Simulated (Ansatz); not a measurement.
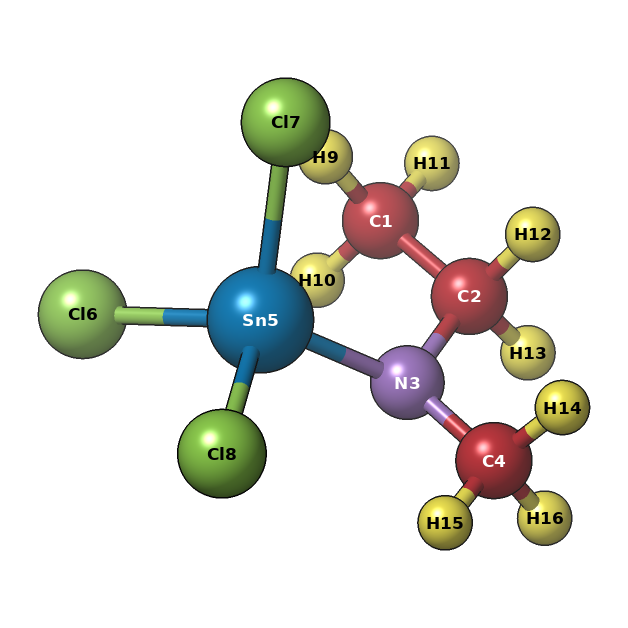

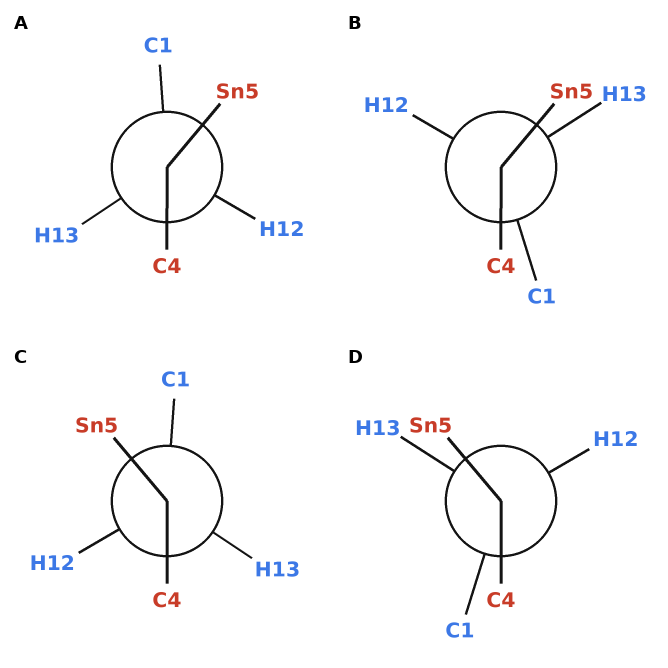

Distant atoms are faded towards the background colour. Bonds that would overlap in a projection are set slightly apart. The computed structure is the end point of a PBE0-D4/def2-TZVP optimisation.

Q: Which Newman projection shows the view along N3–C2, with N3 in front?

A: A. The torsion angle Sn5–N3–C2–C1 is −44°, synclinal (gauche).
